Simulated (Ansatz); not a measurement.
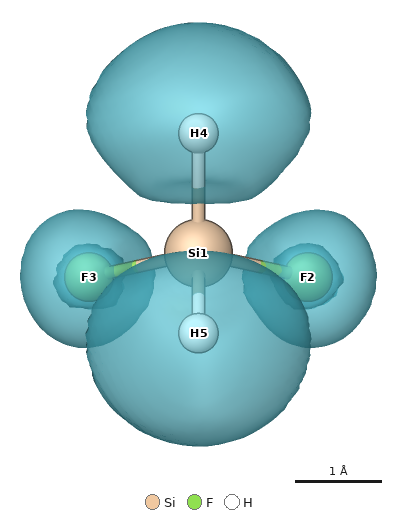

Figure 1: F2H2Si. Isosurface of the electron localisation function at 0.75 (cyan), seen from one side. Only the valence region is drawn (cores and ρ < 0.01 e/Å³ removed).

These are results of Hartree-Fock, Gaussian basis def2-SVP in Ansatz 0.2.0, not measurements.

```xyz
5

Si    0.0303   -0.0209    0.0490
F    -1.1444   -0.7711   -0.7302
F     0.2695    1.3762   -0.6861
H     1.2500   -0.8220   -0.0540
H    -0.4054    0.2378    1.4214
```

> Identify the bonds, lone pairs and shells in this picture.

The surface consists of two regions around hydrogen nuclei and two regions wrapped around F (its lone pairs, merged into a ring or cap).

Values along the shortest contacts:
Si–F (1.60 Å): the ELF peaks at about 0.85 in the valence shell of F, 0.6 Å from its nucleus, and is about 0.45 at the midpoint. Si–H (1.46 Å): the ELF climbs to about 1 towards the hydrogen, as it does in any bond to H.
